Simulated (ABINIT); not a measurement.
# Quasiparticle gap of LiGeN (P6_3mc) in ABINIT, part 3 of 3

Aim: the G0W0 gap of LiGeN (P6_3mc) on PBE, step by step.

ABINIT 10.8.3; PBE and many-body steps on it, plane waves. Known limits of the many-body steps: not at the basis limit; no spin-orbit coupling; coarse k mesh.

So far. Step 3 (Bands along the symmetry lines): The gap is 1.455 eV, −0.009 eV from the run before at this level. Step 4 (Empty states on the mesh, 3×3×1 mesh, 85 bands): On this mesh the gap is 2.628 eV. The earlier step found 1.464 eV, so this mesh misses an edge.

### 5. Screening, 3×3×1 mesh, 79 bands, screening to 106.1 eV

The RPA dielectric matrix is built and inverted for each q.

This step: RPA screening on PBE, plane waves, norm-conserving pseudopotentials.

The input, run.abi:

```
acell 3*1.0 Angstrom
rprim 
  3.012408535488 -0.000000000022 0.000000000000
  -1.506204267725 2.608822318321 0.000000000000
  0.000000000000 0.000000000000 9.419459000000
ntypat 3
znucl 3 32 7
natom 6
typat 1 1 2 2 3 3
xred 
  0.666666666667 0.333333333333 0.743392000000
  0.333333333333 0.666666666667 0.243392000000
  -0.000000000000 -0.000000000000 0.498023000000
  -0.000000000000 -0.000000000000 0.998023000000
  0.333333333333 0.666666666667 0.603223000000
  0.666666666667 0.333333333333 0.103223000000
pp_dirpath "pseudos"
pseudos "Li.upf, Ge.upf, N.upf"
ecut 56
ngkpt 3 3 1
nshiftk 1
shiftk 0 0 0
kptopt 1
chksymbreak 0
istwfk *1
occopt 1
irdwfk 1
optdriver 3
nband 79
ecuteps 3.9
inclvkb 2
awtr 1
symchi 1
indata_prefix "in"
outdata_prefix "out"
tmpdata_prefix "tmp"
```

On the command line:

```
OMP_NUM_THREADS=1 mpirun -n 4 abinit run.abi > log
```

Numbers of over 12 decimals in the logs are rounded to 6 here.

The log of the run:

```text
.Version 10.8.3 of ABINIT. v10.8.2 released Aug 2026.

 Symmetries : space group P6_3 m c (#186); Bravais hP (primitive hexag.)
[... echo of the input left out ...]
== DATASET  1 ==================================================================
-   mpi_nproc: 4, omp_nthreads: 1 (-1 if OMP is not activated)

--- !DatasetInfo
iteration_state: {dtset: 1, }
dimensions: {natom: 6, nkpt: 3, mband: 79, nsppol: 1, nspinor: 1, nspden: 1, mpw: 10115, }
cutoff_energies: {ecut:  56.0, pawecutdg:  -1.0, }
electrons: {nelect:   6.00000000E+01, charge:   0.00000000E+00, occopt:   1.00000000E+00, tsmear:   1.00000000E-02, }

 SCREENING: Calculation of the susceptibility and dielectric matrices

 Based on a program developped by R.W. Godby, V. Olevano, G. Onida, and L. Reining.
 Incorporated in ABINIT by V. Olevano, G.-M. Rignanese, and M. Torrent.
.Using double precision arithmetic ; gwpc =  8

[... cell and pseudopotentials left out ...]
--------------------------------------------------------------------------------

 ==== K-mesh for the wavefunctions ====
 Number of points in the irreducible wedge :     3
[... list of points left out ...]
 Together with 12 symmetry operations and time-reversal symmetry
 yields     9 points in the full Brillouin Zone.

 ==== Q-mesh for the screening function ====
 Number of points in the irreducible wedge :     3
[... list of points left out ...]
 Together with 12 symmetry operations and time-reversal symmetry
 yields     9 points in the full Brillouin Zone.

 setmesh: FFT mesh size selected  =    24x   24x   80
          total number of points  =        46080

 vcoul_init : cutoff-mode = AUXILIARY_FUNCTION
 q-points for optical limit:   1
     1)      0.000010    0.000020    0.000030

- screening: taking advantage of time-reversal symmetry
- Maximum band index for partially occupied states nbvw = 30
- Remaining bands to be divided among processors   nbcw = 49
- Number of bands treated by each node ~12

 Number of electrons calculated from density =   60.0000; Expected =   60.0000
 average of density, n =  0.120108
 r_s =    1.2573
 omega_plasma =   33.4303 [eV]

 calculating chi0 at frequencies [eV] :
  1    0.000000E+00    0.000000E+00
  2    0.000000E+00    3.343034E+01

--------------------------------------------------------------------------------
  q-point number  1        q = ( 0.000000, 0.000000, 0.000000) [r.l.u.]
--------------------------------------------------------------------------------
[... chi0 elements left out ...]
 For q-point:  0.000010 0.000020 0.000030
  dielectric constant =  11.8737
  dielectric constant without local fields =  13.4100

  Average fulfillment of the sum rule on Im[epsilon] for q-point    1 :     30.60  [%]
[... wings left out ...]
  q-point number  2        q = ( 0.333333, 0.000000, 0.000000) [r.l.u.]
--------------------------------------------------------------------------------
[... chi0 elements left out ...]
  Average fulfillment of the sum rule on Im[epsilon] for q-point    2 :     29.56  [%]

 [... 1 further q-points ...]
```

It took 16 s on 4 MPI ranks of Arm Neoverse V1, shared host; peak memory 0.96 GiB; 63 s of CPU time.

This step gave:

- ε∞ with local fields, on this mesh, along the program's q direction: 11.87
- the same without local fields: 13.41
- plasma frequency: 33.43 eV
- plane waves in the screening matrix: 201

Local fields lower ε∞ by 11 %. On a Γ-centred mesh this coarse the value itself is usually too large, while a short band sum pulls it down.

### 6. Self-energy, 3×3×1 mesh, 79 bands, screening to 106.1 eV

The self-energy is evaluated for the states that the input lists, and the levels follow from it, in one-shot runs by the linearised quasiparticle equation.

This step: G0W0 on PBE, plane waves, norm-conserving pseudopotentials.

Edit run.abi of step 5 so:

```diff
@@ -27,8 +27,19 @@
 irdwfk 1
-optdriver 3
+optdriver 4
 nband 79
+gwcalctyp 0
+ecutsigx 56
+symsigma 1
+nkptgw 3
+kptgw 
+  0.3333333333 0.0000000000 0.0000000000
+  0.3333333333 0.3333333333 0.0000000000
+  0.0000000000 0.0000000000 0.0000000000
+bdgw 
+  29 32
+  29 32
+  26 32
 ecuteps 3.9
-inclvkb 2
-awtr 1
-symchi 1
+irdscr 1
+ppmodel 1
 indata_prefix "in"
```

The log of the run:

```text
.Version 10.8.3 of ABINIT. v10.8.2 released Aug 2026.

 Symmetries : space group P6_3 m c (#186); Bravais hP (primitive hexag.)
[... echo of the input left out ...]
== DATASET  1 ==================================================================
-   mpi_nproc: 4, omp_nthreads: 1 (-1 if OMP is not activated)

--- !DatasetInfo
iteration_state: {dtset: 1, }
dimensions: {natom: 6, nkpt: 3, mband: 79, nsppol: 1, nspinor: 1, nspden: 1, mpw: 10115, }
cutoff_energies: {ecut:  56.0, pawecutdg:  -1.0, }
electrons: {nelect:   6.00000000E+01, charge:   0.00000000E+00, occopt:   1.00000000E+00, tsmear:   1.00000000E-02, }

 SIGMA: Calculation of the GW corrections

 Based on a program developped by R.W. Godby, V. Olevano, G. Onida, and L. Reining.
 Incorporated in ABINIT by V. Olevano, G.-M. Rignanese, and M. Torrent.
.Using double precision arithmetic ; gwpc =  8

[... cell and pseudopotentials left out ...]
--------------------------------------------------------------------------------

 ==== K-mesh for the wavefunctions ====
 Number of points in the irreducible wedge :     3
[... list of points left out ...]
 Together with 12 symmetry operations and time-reversal symmetry
 yields     9 points in the full Brillouin Zone.

 ==== Q-mesh for screening function ====
 Number of points in the irreducible wedge :     3
[... list of points left out ...]
 Together with 12 symmetry operations and time-reversal symmetry
 yields     9 points in the full Brillouin Zone.

 vcoul_init : cutoff-mode = AUXILIARY_FUNCTION
 q-points for optical limit:   1
     1)      0.000010    0.000020    0.000030
 setmesh: FFT mesh size selected  =    36x   36x  120
          total number of points  =       155520

 Number of electrons calculated from density =   60.0000; Expected =   60.0000
 average of density, n =  0.120108
 r_s =    1.2573
 omega_plasma =   33.4303 [eV]

 === KS Band Gaps ===
  >>>> For spin  1
   Minimum direct gap =   2.6309 [eV], located at k-point      :   0.3333  0.3333  0.0000
   Fundamental gap    =   2.6282 [eV], Top of valence bands at :   0.3333  0.0000  0.0000
                                       Bottom of conduction at :   0.3333  0.3333  0.0000
 SIGMA fundamental parameters:
 PLASMON POLE MODEL  1
 number of plane-waves for SigmaX                10115
 number of plane-waves for SigmaC and W            201
 number of plane-waves for wavefunctions         10115
 number of bands                                    79
 number of independent spin polarizations            1
 number of spinorial components                      1
 number of k-points in IBZ                           3
 number of q-points in IBZ                           3
 number of symmetry operations                      12
 number of k-points in BZ                            9
 number of q-points in BZ                            9
 number of frequencies for dSigma/dE                 9
 frequency step for dSigma/dE [eV]                0.25
 number of omega for Sigma on real axis              0
 max omega for Sigma on real axis  [eV]           0.00
 zcut for avoiding poles [eV]                     0.10

 EPSILON^-1 parameters (SCR file):
 dimension of the eps^-1 matrix on file            201
 dimension of the eps^-1 matrix used               201
 number of plane-waves for wavefunctions         10115
 number of bands                                    79
 number of q-points in IBZ                           3
 number of frequencies                               2
 number of real frequencies                          1
 number of imag frequencies                          1

 matrix elements of self-energy operator (all in [eV])

 Perturbative Calculation

--- !SelfEnergy_ee
iteration_state: {dtset: 1, }
kpoint     : [   0.333,    0.000,    0.000, ]
spin       : 1
KS_gap     :    2.900
QP_gap     :    3.547
Delta_QP_KS:    0.647
data: !SigmaeeData |
     Band     E0 <VxcDFT>   SigX SigC(E0)      Z dSigC/dE  Sig(E)    E-E0       E
       29   4.000 -12.709 -15.847   2.861   0.783  -0.277 -12.926  -0.217   3.782
       30   5.238 -14.916 -17.813   3.015   0.778  -0.286 -14.825   0.091   5.329
       31   8.139 -12.586  -7.956  -3.712   0.804  -0.244 -11.848   0.738   8.876
       32   8.468 -12.440  -7.747  -3.750   0.803  -0.246 -11.683   0.757   9.224

--- !SelfEnergy_ee
iteration_state: {dtset: 1, }
kpoint     : [   0.333,    0.333,    0.000, ]
spin       : 1
KS_gap     :    2.631
QP_gap     :    3.345
Delta_QP_KS:    0.715
data: !SigmaeeData |
     Band     E0 <VxcDFT>   SigX SigC(E0)      Z dSigC/dE  Sig(E)    E-E0       E
       29   4.115 -12.459 -15.170   2.345   0.793  -0.261 -12.750  -0.291   3.824
       30   5.236 -14.077 -16.485   2.325   0.791  -0.265 -14.143  -0.066   5.170
       31   7.867 -11.914  -7.633  -3.471   0.801  -0.249 -11.265   0.649   8.516
       32   7.867 -11.914  -7.633  -3.471   0.801  -0.249 -11.265   0.649   8.516

--- !SelfEnergy_ee
iteration_state: {dtset: 1, }
kpoint     : [   0.000,    0.000,    0.000, ]
spin       : 1
KS_gap     :    2.868
QP_gap     :    3.455
Delta_QP_KS:    0.587
data: !SigmaeeData |
     Band     E0 <VxcDFT>   SigX SigC(E0)      Z dSigC/dE  Sig(E)    E-E0       E
       26   4.294 -17.649 -21.334   4.164   0.761  -0.313 -17.284   0.365   4.659
       27   4.294 -17.649 -21.334   4.164   0.761  -0.313 -17.284   0.365   4.659
       28   4.294 -17.648 -21.334   4.164   0.761  -0.313 -17.284   0.364   4.659
       29   4.294 -17.648 -21.334   4.164   0.761  -0.313 -17.284   0.364   4.659
       30   5.111 -15.074 -18.089   3.198   0.772  -0.296 -14.932   0.142   5.253
       31   7.979 -12.967  -8.137  -3.919   0.800  -0.249 -12.238   0.729   8.708
       32   8.934 -14.060  -8.662  -4.066   0.794  -0.259 -13.002   1.058   9.993

 New Fermi energy :        2.543964E-01 Ha ,    6.922478E+00 eV

 === QP Band Gaps ===
  >>>> For spin  1
   Minimum direct gap =   3.3454 [eV], located at k-point      :   0.3333  0.3333  0.0000
   Fundamental gap    =   3.1861 [eV], Top of valence bands at :   0.3333  0.0000  0.0000
                                       Bottom of conduction at :   0.3333  0.3333  0.0000

== END DATASET(S) ==============================================================
================================================================================

 -outvars: echo values of variables after computation  --------
           etotal      0.0000000000E+00
            nband          79
             nkpt           3
          spgroup         186
 [... the other variables as echoed above ...]

 Calculation completed.
```

It took 9.3 s on 4 MPI ranks; peak memory 0.95 GiB; 37 s of CPU time.

Numbers from this step:

| Property | Result |
| --- | --- |
| G0W0 gap on the points computed | 3.187 eV |
| starting gap on the mesh | 2.628 eV |
| k of the valence top | 0.3333, 0, 0 |
| k of the conduction bottom | 0.3333, 0.3333, 0 |
| Z at the valence top | 0.778 |
| Z at the conduction bottom | 0.801 |
| least direct G0W0 gap on the computed points | 3.346 eV |

The gap on the mesh goes from 2.63 eV to 3.19 eV, a correction of +0.56 eV. The start differs from the 1.46 eV found before because the two sample other k points.

Limits: finite bands, cutoff and mesh; no spin-orbit coupling; coarse k mesh. v1 is the top filled band, c1 the lowest empty one. Levels before and after the correction, in eV, zero at the valence-band top of each column:

|  | conduction bottom | valence top |
| --- | --- | --- |
| Kohn-Sham | 2.63 | 0.00 |
| G0W0 | 3.19 | 0.00 |

|  | level | energy (eV) |
| --- | --- | --- |
| Kohn-Sham | (0.333 0 0) v2 | -1.239 |
| Kohn-Sham | (0.333 0 0) v1 | 0.000 |
| Kohn-Sham | (0.333 0 0) c1 | 2.900 |
| Kohn-Sham | (0.333 0 0) c2 | 3.229 |
| Kohn-Sham | (0.333 0.333 0) v2 | -1.123 |
| Kohn-Sham | (0.333 0.333 0) v1 | -0.003 |
| Kohn-Sham | (0.333 0.333 0) c1-c2 | 2.628 |
| G0W0 | (0.333 0 0) v2 | -1.547 |
| G0W0 | (0.333 0 0) v1 | 0.000 |
| G0W0 | (0.333 0 0) c1 | 3.547 |
| G0W0 | (0.333 0 0) c2 | 3.895 |
| G0W0 | (0.333 0.333 0) v2 | -1.505 |
| G0W0 | (0.333 0.333 0) v1 | -0.159 |
| G0W0 | (0.333 0.333 0) c1-c2 | 3.187 |

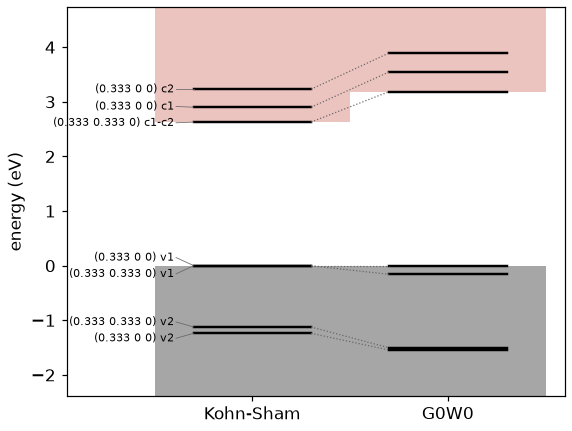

Levels before and after the correction. Shaded: valence and conduction bands.

### 7. Where the time went

Times are wall times on the hardware named with each run, good to a factor of about two.

| step | time | share | memory (GiB) |
| --- | --- | --- | --- |
| ground state | 72 s | 26 % | 0.59 |
| bands along the symmetry lines | 2.6 min | 56 % | 0.79 |
| empty states on the mesh | 26 s | 9 % | 0.34 |
| screening | 16 s | 6 % | 0.96 |
| self-energy | 9.3 s | 3 % | 0.95 |

### 8. What came out

```json
{
 "PBE gap": "1.46 eV, indirect",
 "G0W0 gap on the mesh": "3.19 eV",
 "G0W0 gap over the zone (rigid shift)": "2.01 eV",
 "GW settings": "3×3×1 mesh, 79 bands, screening to 106.1 eV, Godby-Needs plasmon pole",
 "known limits": "not at the basis limit; no spin-orbit coupling; coarse k mesh"
}
```

What this shows: G0W0 moves the gap on the mesh from 2.63 eV to 3.19 eV (+0.56 eV), with Z of 0.78 and 0.80 at the edges. The mesh misses the band edges by 1.17 eV in all; a rigid shift gives 2.01 eV for the zone. Local fields lower the RPA ε∞ on this mesh from 13.41 to 11.87; a Γ-centred mesh this coarse tends to raise both, most where the direct gap is narrow, while a short band sum lowers them. The dearest step here is «bands along the symmetry lines». Bands and cutoff are finite, so the gap is not at the basis limit. The miss can reach some tenths of an eV and take either sign; the mesh is an error of its own. A denser mesh or path gives a starting gap of 1.46 eV: the GW mesh misses a band edge, so its gaps are not the fundamental one. The 3×3×1 mesh is coarse for this cell, which bears on the long-range parts of exchange and screening. The many-body steps are scalar-relativistic: spin-orbit coupling is not in them.

[Paths, hosts, dates, memory and timing lines, banners, echoed tables and standing remarks are left out of the program output.]

[Logs are printed without paths, hosts, clocks, repeated set-up lines and the standing remarks that a program may print on its own settings, such as how far it seeks lower states.]

[Runs of the session that timed out or met a known fault of the program may be left out.]

[Hosts, paths, dates, database ids (printed as entryN), source tags and the programs' standing remarks are cut or masked in the printed files.]

[G0W0 gaps are taken among the corrected bands and points alone; a level outside them can change the order at an edge.]

[Where Ansatz stands beside ABINIT at settings called matched, ABINIT's density can come from a denser mesh and the files from another edition; pairs whose starting gaps differed by over 0.03 eV were left out, so agreement reads better than it is.]
